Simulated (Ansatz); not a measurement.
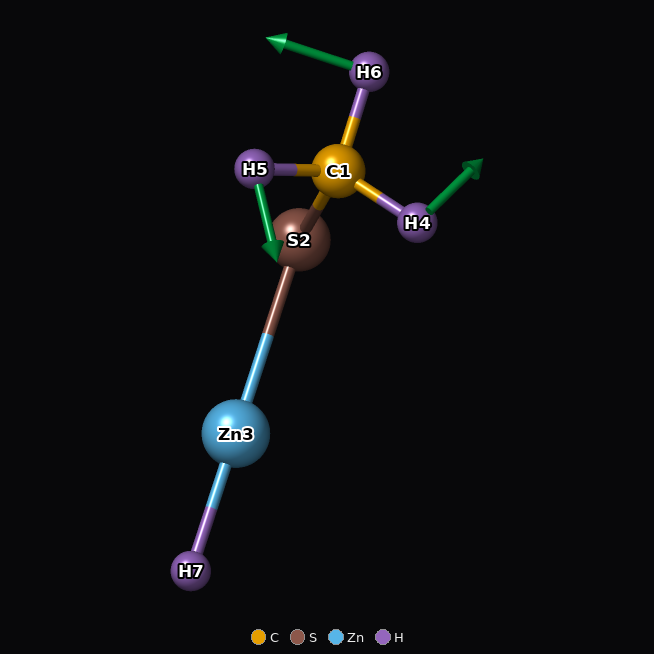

The arrows show one normal mode. Harmonic vibrations computed with RKS PBE0-D4/def2-TZVP (Ansatz 0.2.0) at a stationary point of the same level.

**At what wavenumber does it lie?**

93 cm⁻¹; it is mode 1 of 15 counted from the lowest.
